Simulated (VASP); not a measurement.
Input:

```xyz
2
Lattice="3.2323 0.0000 0.0000 0.0000 3.2323 0.0000 0.0000 0.0000 3.2323" Properties=species:S:1:pos:R:3 pbc="T T T"
Sc     0.0000     0.0000     0.0000
S      1.6162     1.6162     1.6162
```

These are PBE GGA, VASP's PBE PAW potentials (set 64) (plane waves; VASP) values and carry that method's errors. Settings: 400 eV cut-off, 13×13×13 Γ-centred mesh, tetrahedra with Blöchl corrections, potentials Sc_sv S.

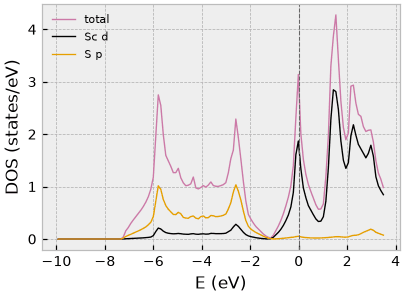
Figure: Total and projected density of states, zero at the Fermi level

Within 2 eV below the Fermi level the largest weight inside VASP's projection spheres is Sc d.

It has no gap at this level: it comes out as a metal or semimetal.

The structure was generated: ScS was put into the CsCl type type (Pm-3m), which need not be its known phase. It was relaxed first, which changed the volume by -26 %. The electron count is odd and the run is not spin-polarised, which forces a metal.
